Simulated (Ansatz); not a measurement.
# What x(Sn) = 0.75, 8 atoms, Pmmm does to TiC

Take TiC in the rock salt structure (space group Fm-3m, No. 225; a = 4.3327 Å) as the base.

The other end (x = 1) is TiSn in the rock salt structure (space group Fm-3m, No. 225; a hypothetical phase, not in the database extracts checked): 21.97 Å³/atom, gap zero; this end may not be an ambient phase.

It is then changed as follows: Sn replaces 75.0 % of the C, ordered in a cell of 8 atoms (starting symmetry Pmmm) and fully relaxed.

Computed with Kohn–Sham DFT with the PBE functional, run in Ansatz (an electronic-structure program) with PAW and 420 eV plane waves, no spin-orbit coupling, earlier PAW set. Settings: 15×9×5 k-points, 0.05 eV Fermi–Dirac smearing, for the changed cell.

| quantity | base | changed | shift |
|---|---|---|---|
| volume per atom | 10.17 Å³ | 19.54 Å³ | +9.37 Å³ |
| shortest interatomic distance | 2.166 Å | 2.062 Å | -0.1047 Å |
| band gap | zero | zero | – |
| mixing energy (to 0.01 eV only: unlike meshes or grids) (against an end that may be hypothetical) | – | +0.14 eV/atom | – |
| deviation of the volume from the linear (Vegard-type) interpolation | – | +2.7 % | – |

Final structure:

```xyz
8
Lattice="3.0635 0.0000 0.0000 0.0000 5.3436 0.0000 0.0000 0.0000 9.5485" Properties=species:S:1:pos:R:3 pbc="T T T"
C      0.0000     0.0000     0.0000
Sn     1.5317     2.6718     7.1605
Sn     0.0000     0.0000     4.7742
Sn     1.5317     2.6718     2.3880
Ti     0.0000     2.6718     0.0000
Ti     1.5317     0.0000     8.1686
Ti     0.0000     2.6718     4.7742
Ti     1.5317     0.0000     1.3798
```

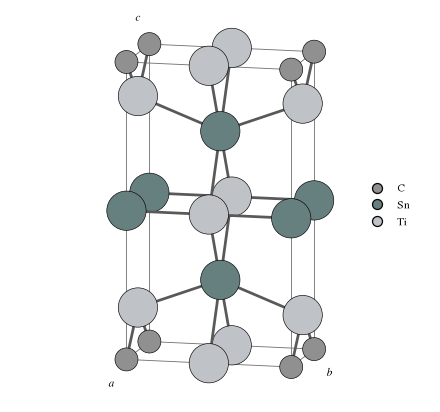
Figure. The relaxed conventional cell after the change

Each cell is one ordered arrangement of few atoms, which overstates ordering effects compared with a random alloy. Stability against distortions was not tested. The final runs are not spin-polarised. Under x(Sn) = 0.75, 8 atoms, Pmmm the cell changed shape so far that it is another structure.
